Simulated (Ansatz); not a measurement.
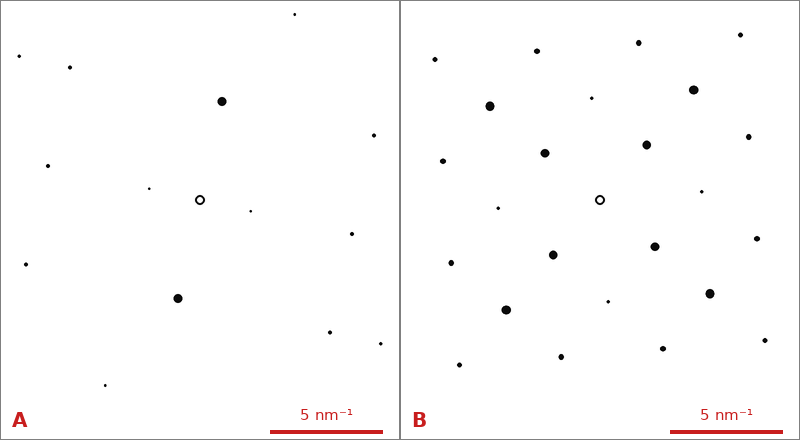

Kinematic electron diffraction patterns (120 kV, B = 0.5 Å², same scale, each along a low-index zone) of two structures of composition Ga2I, each relaxed at zero pressure with DFT PBE, scalar-relativistic, plane waves, PAW (Ansatz).

The structures (standard cells):
1. Fd-3m (No. 227), a = 8.699 Å, 24 atoms; generated start, possibly hypothetical
2. I4_1/amd (No. 141), a = 4.408 Å, c = 17.808 Å, 12 atoms; generated start, possibly hypothetical

Q: Which pattern belongs to which structure, and along which zone?

A: A is structure 2 along [101] or an equivalent direction: rectangular net of 1 0 -1 (weak) at d = 4.28 Å and 0 2 0 at d = 2.20 Å, 90.0° apart (some points of this net are extinct or too weak to see). B is structure 1 along [001] or an equivalent direction: square net of 2 -2 0 at d = 3.08 Å and 2 2 0 at d = 3.08 Å, 90.0° apart (some points of this net are extinct or too weak to see).

Q: Which structure lies lowest at this level of theory, and by how much?

A: Structure 2 (I4_1/amd, 28.83 Å³ an atom) is the lowest of these; structure 1 (Fd-3m, 27.43 Å³ an atom) lies about 48 meV an atom higher. These are static energies at 0 K; other structures, not shown, may lie lower still.
